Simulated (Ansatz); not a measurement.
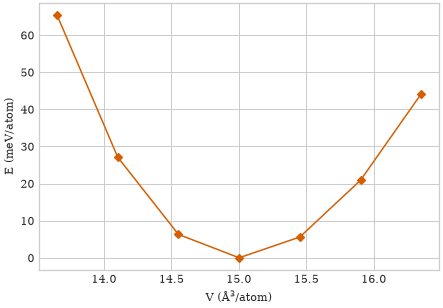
*CuAu (L1₀ or tetragonal B2, P4/mmm) under volume change, PBE (plane waves, PAW; program Ansatz), shape and atoms relaxed at each volume.*

Task: What does a third-order Birch–Murnaghan fit give for V₀, B₀ and B′?

Result: V₀ = 15.00 Å³/atom, B₀ = 141 GPa, B′ = 5.5.

The PBE relaxation kept the symmetry of its start. The run is not spin-polarised. Scalar-relativistic: spin–orbit coupling is off unless named, which matters more the heavier the elements.

Potentials: the later of the program's two PAW sets.
